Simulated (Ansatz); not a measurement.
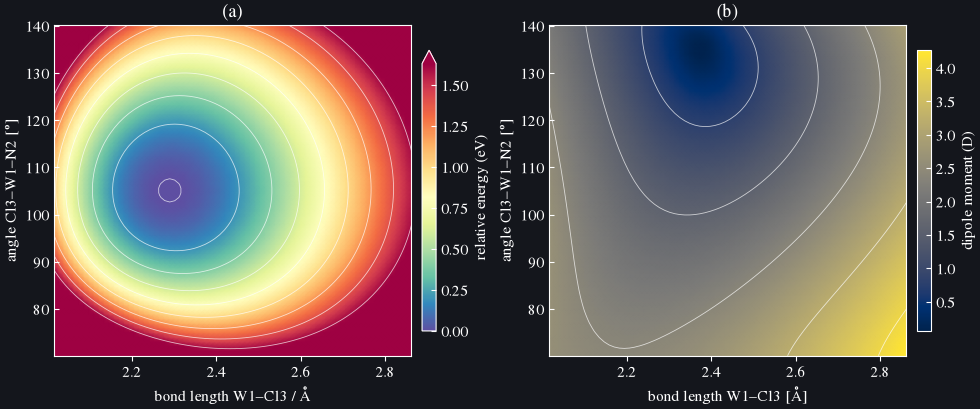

WNCl3. 
- Coordinates scanned: (1) bond length W1–Cl3; (2) angle Cl3–W1–N2.
- Nothing is relaxed (all other coordinates rigid).
- The grid has 15 × 15 points.
- Energies are in eV, from the lowest grid point.
- Method: Ansatz, RHF/def2-SVP.

Panel (a) is the energy and panel (b) the computed dipole moment on the same grid.

The picture shows a smooth colour map with a few white contour lines, one colour for all values above the top of the scale. Between grid points the surface is interpolated.

> How does the dipole moment vary over the map, and what is it at the lowest grid point?

Leaving out the highest fifth of the energies, it runs from 0.07 D at bond length W1–Cl3 = 2.378 Å, angle Cl3–W1–N2 = 135.1° to 3.57 D at bond length W1–Cl3 = 2.801 Å, angle Cl3–W1–N2 = 85.1°. At the lowest grid point, bond length W1–Cl3 = 2.317 Å, angle Cl3–W1–N2 = 105.1°, it is 1.42 D.

| angle Cl3–W1–N2 ↓, bond length W1–Cl3 → | 2.015 | 2.075 | 2.136 | 2.196 | 2.257 | 2.317 | 2.378 | 2.438 | 2.499 | 2.559 | 2.620 | 2.680 | 2.741 | 2.801 | 2.862 |
| --- | --- | --- | --- | --- | --- | --- | --- | --- | --- | --- | --- | --- | --- | --- | --- |
| 140.1 | 2.15 | 1.77 | 1.39 | 1.03 | 0.68 | 0.40 | 0.36 | 0.60 | 0.93 | 1.26 | 1.60 | 1.94 | 2.28 | 2.60 | 2.93 |
| 135.1 | 2.22 | 1.84 | 1.45 | 1.07 | 0.69 | 0.33 | 0.07 | 0.41 | 0.77 | 1.12 | 1.47 | 1.81 | 2.15 | 2.48 | 2.81 |
| 130.1 | 2.30 | 1.92 | 1.53 | 1.16 | 0.79 | 0.45 | 0.22 | 0.41 | 0.73 | 1.07 | 1.42 | 1.75 | 2.09 | 2.41 | 2.74 |
| 125.1 | 2.38 | 2.00 | 1.62 | 1.27 | 0.93 | 0.64 | 0.49 | 0.57 | 0.82 | 1.12 | 1.44 | 1.76 | 2.09 | 2.41 | 2.73 |
| 120.1 | 2.45 | 2.08 | 1.72 | 1.38 | 1.08 | 0.84 | 0.73 | 0.79 | 0.98 | 1.24 | 1.54 | 1.84 | 2.15 | 2.46 | 2.77 |
| 115.1 | 2.51 | 2.15 | 1.81 | 1.50 | 1.23 | 1.04 | 0.97 | 1.02 | 1.18 | 1.41 | 1.68 | 1.96 | 2.26 | 2.55 | 2.86 |
| 110.1 | 2.56 | 2.22 | 1.90 | 1.61 | 1.38 | 1.24 | 1.19 | 1.25 | 1.40 | 1.60 | 1.85 | 2.12 | 2.40 | 2.68 | 2.97 |
| 105.1 | 2.60 | 2.28 | 1.98 | 1.73 | 1.53 | 1.42 | 1.40 | 1.47 | 1.62 | 1.81 | 2.04 | 2.29 | 2.56 | 2.84 | 3.12 |
| 100.1 | 2.63 | 2.33 | 2.05 | 1.83 | 1.68 | 1.60 | 1.61 | 1.69 | 1.83 | 2.02 | 2.25 | 2.49 | 2.75 | 3.01 | 3.28 |
| 95.1 | 2.65 | 2.37 | 2.12 | 1.94 | 1.82 | 1.77 | 1.80 | 1.90 | 2.05 | 2.23 | 2.45 | 2.69 | 2.94 | 3.19 | 3.46 |
| 90.1 | 2.66 | 2.40 | 2.19 | 2.04 | 1.96 | 1.94 | 2.00 | 2.10 | 2.26 | 2.44 | 2.66 | 2.89 | 3.13 | 3.38 | 3.64 |
| 85.1 | 2.65 | 2.43 | 2.26 | 2.14 | 2.09 | 2.11 | 2.18 | 2.30 | 2.46 | 2.65 | 2.86 | 3.08 | 3.32 | 3.57 | 3.82 |
| 80.1 | 2.64 | 2.46 | 2.32 | 2.25 | 2.23 | 2.27 | 2.36 | 2.49 | 2.65 | 2.84 | 3.05 | 3.27 | 3.51 | 3.75 | 4.00 |
| 75.1 | 2.63 | 2.48 | 2.39 | 2.34 | 2.36 | 2.41 | 2.52 | 2.65 | 2.82 | 3.00 | 3.21 | 3.43 | 3.66 | 3.90 | 4.15 |
| 70.1 | 2.61 | 2.50 | 2.43 | 2.42 | 2.45 | 2.52 | 2.63 | 2.77 | 2.94 | 3.13 | 3.34 | 3.55 | 3.78 | 4.02 | 4.27 |
